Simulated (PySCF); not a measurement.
SMILES Clc1ccc(-c2ccccc2)cc1 at its GFN2-xTB optimised geometry (Å):

```
22

Cl    -1.9721    -4.2788    -0.0036
C     -1.1161    -2.7753     0.0000
C     -1.8233    -1.5838     0.0026
C     -1.1340    -0.3862     0.0078
C      0.2591    -0.3599     0.0052
C      0.9869     0.9180     0.0081
C      0.5560     1.9788     0.8018
C      1.2428     3.1786     0.8061
C      2.3673     3.3406     0.0144
C      2.8028     2.2937    -0.7807
C      2.1207     1.0913    -0.7826
C      0.9475    -1.5714     0.0000
C      0.2694    -2.7753     0.0000
H     -2.9021    -1.5963    -0.0016
H     -1.6854     0.5420    -0.0066
H     -0.3100     1.8524     1.4350
H      0.9005     3.9905     1.4312
H      2.9021     4.2788     0.0169
H      3.6771     2.4158    -1.4035
H      2.4548     0.2843    -1.4183
H      2.0271    -1.5717     0.0166
H      0.8093    -3.7094     0.0022
```

Method: PBE/def2-SVP in PySCF. Cells within 0.4 Å of a nucleus heavier than hydrogen are left out (blank, or x).

Map of the electron localisation function on the plane z = 1.0 Å:

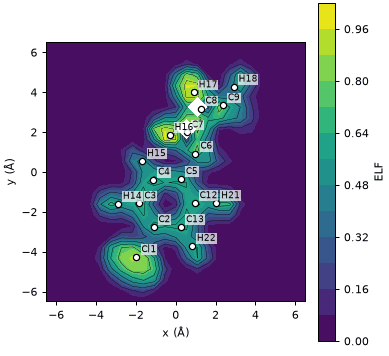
Figure: Electron localisation function on the plane z = 1.0 Å.
